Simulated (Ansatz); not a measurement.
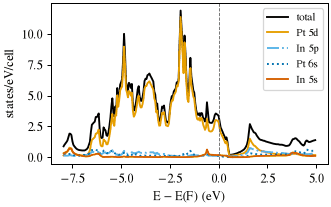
Figure. Total and projected density of states of InPt$_{3}$ (Cu3Au type, Pm-3m), r²SCAN in the plane-wave PAW code Ansatz

Problem. Which orbitals carry the states next to the Fermi level?

Solution. Within 0.5 eV of the Fermi level: Pt 5d 80 %, In 5s 6 %. Projections are on Löwdin-orthogonalised atomic valence shells; empty p or d shells of many metals are not among them.

Problem. Where is the tallest occupied peak in this window, and what makes it?

Solution. Near -1.9 eV, about 12 states/eV per cell; the largest projected share is Pt 5d.

The workflow started from a Materials Project entry (that database holds measured and hypothetical structures alike); the Crystallography Open Database files this formula in space group No. 221, but the cells were not matched. Its standing as an ambient phase is unchecked. Symmetry was held in the r²SCAN relaxation; its stability against distortions is not shown here. No spin polarisation was allowed. Spin–orbit coupling is left out wherever it is not named.

Potentials: the later of the program's two PAW sets.
